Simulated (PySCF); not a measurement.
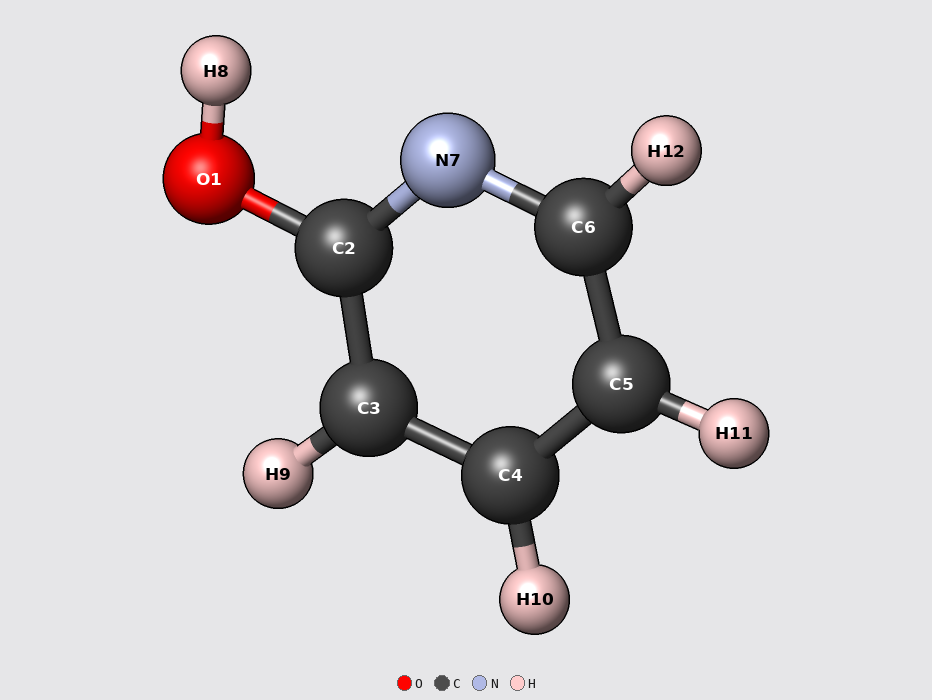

The computed structure is the end point of a PBE0-D3(BJ)/def2-SVP optimisation. No frequency run is at hand to confirm it as a minimum. Electric field gradients from the ground-state density, B3LYP/6-31G* (PySCF 2.14.0), non-relativistic apart from any core potentials.

Give the largest field-gradient component, the quadrupole coupling constant and the asymmetry for 17O at O1 (Q = −25.6 mb), 14N at N7 (Q = 20.44 mb), 2H at H8 (Q = 2.86 mb), 2H at H9 (Q = 2.86 mb), 2H at H10 (Q = 2.86 mb), 2H at H11 (Q = 2.86 mb).

| atom | V_zz (a.u.) | e²qQ/h (MHz) | η |
| --- | --- | --- | --- |
| O1 | 1.550 | −9.33 | 0.77 |
| N7 | −0.847 | −4.07 | 0.01 |
| H8 | 0.434 | 0.292 | 0.11 |
| H9 | 0.291 | 0.195 | 0.07 |
| H10 | 0.286 | 0.192 | 0.05 |
| H11 | 0.291 | 0.196 | 0.07 |
